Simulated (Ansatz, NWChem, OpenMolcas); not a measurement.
# Computed against measured: dipole moment

6 molecules; the dipole moment in D, computed less measured. Shapes, held fixed at every level: PBE0-D4/def2-TZVP. No vibrational averaging. Dipoles are compared by magnitude; molecules under 1 D, whose direction can flip, are left out. Programs: Ansatz 0.2.0, NWChem 7.3.0, OpenMolcas 26.06. A level may come from different programs for different species; with the same settings they agree closely. Measured values: NIST CCCBDB.

Levels: A = TPSS/cc-pVTZ; B = B3LYP/6-31G* (Cartesian functions); C = BHLYP/cc-pVTZ; D = wB97M-V/def2-TZVPP.

| molecule | measured | A | B | C | D |
| --- | --- | --- | --- | --- | --- |
| BrF (bromine fluoride) | 1.42 | -0.20 | -0.09 | +0.11 | +0.02 |
| NS (Mononitrogen monosulfide) | 1.81 | -0.09 | -0.08 | 0.00 | +0.11 |
| HCN (hydrogen cyanide) | 2.98 | -0.07 | -0.08 | +0.12 | +0.06 |
| CH3Br (bromomethane) | 1.81 | +0.09 | +0.20 | +0.16 | +0.08 |
| CH3N (SMILES C=N) | 2.00 | -0.14 | -0.05 | +0.04 | +0.01 |
| CH4S (methanethiol) | 1.52 | +0.04 | +0.21 | +0.05 | -0.01 |

Problem. Which level does best on this set, which worst, and which err to one side?

Solution. 
| level | kind | mean error | mean absolute error | worst case |
| --- | --- | --- | --- | --- |
| TPSS/cc-pVTZ | meta-GGA | -0.062 | 0.105 | BrF |
| B3LYP/6-31G* (Cartesian functions) | global hybrid | +0.018 | 0.118 | CH4S |
| BHLYP/cc-pVTZ | global hybrid | +0.080 | 0.080 | CH3Br |
| wB97M-V/def2-TZVPP | range-separated hybrid | +0.045 | 0.048 | NS |

On this set wB97M-V/def2-TZVPP has the smallest mean absolute error and B3LYP/6-31G* (Cartesian functions) the largest. Without CH4S the largest would be that of TPSS/cc-pVTZ. TPSS/cc-pVTZ is too low in 4 of 6; B3LYP/6-31G* (Cartesian functions) is too low in 4 of 6; BHLYP/cc-pVTZ is too high in 5 of 6; wB97M-V/def2-TZVPP is too high in 5 of 6. The smallest two are near a tie. The largest two are near a tie. Open shells run unrestricted. Relativity is left out for Br. The set is small.

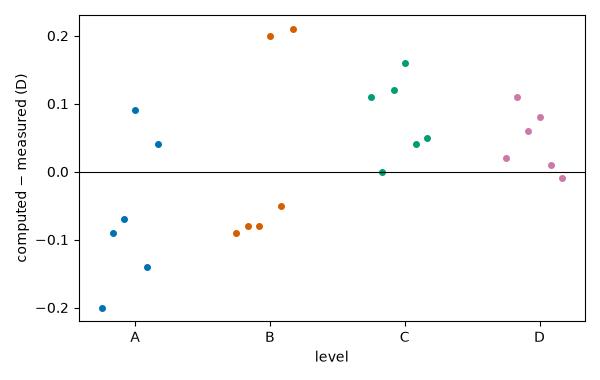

Errors of each level, one point a molecule.
